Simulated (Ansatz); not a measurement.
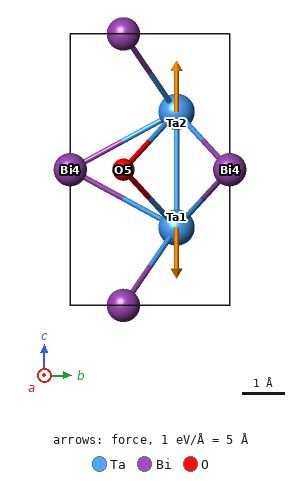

Starting geometry of a crystal of Ta₂Bi₂O (a generated structure, set up in P-6m2) (coarse preliminary run) with the computed forces as orange arrows. Style: ball-and-stick. Shown: the cell of the calculation, along the a axis.

Level of theory: DFT PBE, scalar-relativistic, plane waves, PAW in Ansatz. (plane-wave cutoff 420 eV; k-point mesh 6 × 6 × 4; occupations gaussian; smearing width 0.1 eV; no spin polarisation; cell and atoms relaxed; force threshold 0.04 eV/Å; at most 70 steps)

What follows when this structure is relaxed?

Answer. It isn't relaxed: the largest force vector, on Ta atoms, is 0.24 eV/Å. The atoms end up moving mostly along the starting forces (cosine between the two patterns 1.00). After 3 accepted moves (4 points after the start) the energy has fallen by 5.2 meV per atom. Largest force component: 0.24 eV/Å at the start, 0.0014 eV/Å at the end. Pressure: −0.17 GPa at the start and −0.24 GPa at the end. The SCF was repeated once at an unchanged geometry on a basis and grid sized afresh for the cell, which shifted the energy by 0.1 meV per atom at most. The largest moves relative to the cell, 0.042 Å, are those of Ta atoms. Bi and O stay in place. Cell: a = b 4.385 → 4.430 Å (+1.0 %), c 6.465 → 6.279 Å (−2.9 %). Volume −0.9 %. Near-neighbour distances that change, for instance: Bi–Ta 3.139 → 3.105 Å, Bi–Ta 2.882 → 2.906 Å, O–Ta 2.882 → 2.906 Å, Ta–Ta 2.755 → 2.759 Å. Among the angles between lasting bonds that change: Ta–Bi–Ta 72.5° → 69.1°, Ta–Bi–Ta 88.6° → 91.0°. The space group stays P-6m2 (No. 187). The run took 73 s on 1 thread of AMD EPYC (Zen 3), with other jobs on the host, peak memory 0.41 GiB.
